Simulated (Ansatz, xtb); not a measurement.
Pulling on the C1–Si2 bond in CH4Si (SMILES C=[SiH2]) (multiplicity 1 held, fragments rigid). Energies count from the point at 1.701 Å.
Geometry at that point (charge 0, multiplicity 1):
```xyz
6

C     -1.151    -0.055    -0.006
Si     0.548     0.026     0.003
H     -1.771     0.830    -0.068
H     -1.684    -0.995     0.049
H      1.400    -1.173     0.086
H      1.283     1.300    -0.072
```

Restricted levels (R-, RO-) in cc, def2 and unpolarised 6-31G sets keep to the state of the molecule at rest. U- levels take the lowest unrestricted solution at each point, which mixes spins at long bonds. Left out are points that failed, MP2 points that dive below the minimum, coupled-cluster points behind a jump of the amplitudes or a sharp parting from full CI or MRCI, small-basis points behind a change of solution, and semi-empirical points at long bonds. Curves can end on different states.

Correlated levels freeze the cores.

Run with Ansatz (Gaussian basis) for Hartree–Fock, density functionals and correlated methods; xtb for the GFN methods. Each number belongs to the level named beside it. The GFN methods have no spin term and hold the electronic entropy of 300 K.

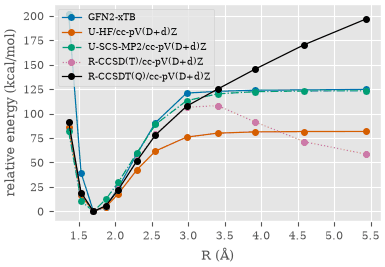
Figure: Relative energy along the coordinate

**Question.** Read off the U-HF/cc-pV(D+d)Z curve at R = 5.443.

**Answer.** about 82 kcal/mol

Doubts at one or more of the structures used: a spin-contaminated determinant (U-HF/cc-pV(D+d)Z, U-SCS-MP2/cc-pV(D+d)Z); a restricted determinant that unrestricted orbitals would lower (R-CCSD(T)/cc-pV(D+d)Z, R-CCSDT(Q)/cc-pV(D+d)Z); other coupled-cluster roots lie near (R-CCSD(T)/cc-pV(D+d)Z, R-CCSDT(Q)/cc-pV(D+d)Z); T1 above 0.05 (R-CCSDT(Q)/cc-pV(D+d)Z).

Ansatz is a first-principles code.
